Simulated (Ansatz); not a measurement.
# InSb: Sb → Nb

Consider InSb in the zinc blende structure (space group F-43m, No. 216; a = 6.557 Å).

Modification: every Sb is replaced by Nb, then cell and atoms are relaxed.

Computed with r2SCAN (Ansatz, an electronic-structure program), no spin-orbit coupling, earlier PAW set. k-mesh 13×13×13 (Γ-centred); smearing 0.05 eV (Fermi–Dirac), for the changed cell.

The lattice parameter a shrinks by 0.270 Å, from 6.557 Å to 6.287 Å and the space group is still F-43m (No. 216). The shortest interatomic distance falls by 0.117 Å to 2.722 Å and the band gap is still zero.

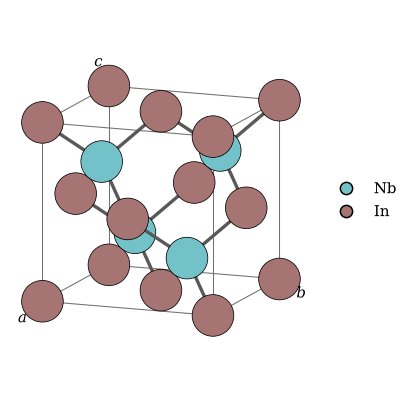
Figure. The relaxed conventional cell after the change

Spin-orbit coupling, missing from the scalar runs, can matter with Sb. No phonon test of stability was made. As relaxed here, NbIn is a hypothetical phase, not in the database extracts checked. All final runs are without spin polarisation. NbIn has a high density of states at the Fermi level and may be magnetic at this level. Gaps under 0.05 eV, about the width of the smearing, are given as zero. A zero or small gap of InSb can be the functional's error rather than a property of the material.
